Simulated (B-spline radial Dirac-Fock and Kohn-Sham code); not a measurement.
Pd⁺ in the configuration [Kr] 4d9. Computed with a radial B-spline solver: independent-particle rates on relativistic LDA orbitals of the hole state (multipoles to L = 3), energies from Dirac–Fock ΔSCF. Widths ruled by Coster–Kronig decay come out up to twice the measured ones in this model.

Predict the main features of the following plot. X-ray emission lines that fill an M1 (3s) hole, broadened by a Gaussian of 16 eV full width, on a logarithmic intensity axis. Lines at much lower energy are not shown. Multiplet splitting by the open shell is left out.

The strongest line is M1-N3 at 619.6 eV with 49.6 % of the photons, then M1-N2 at 615.2 eV (34 %), M1-N5 at 673.3 eV (0.069 %), M1-N4 at 672.7 eV (0.049 %). The hole has a width of 10.9 eV and a fluorescence yield of 1.22 × 10⁻⁴.

Here it is:

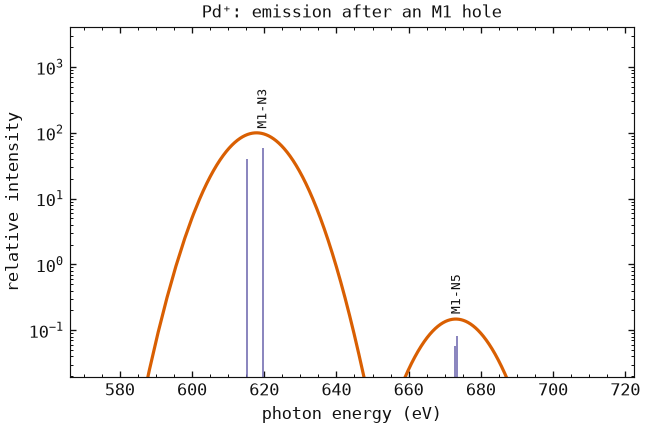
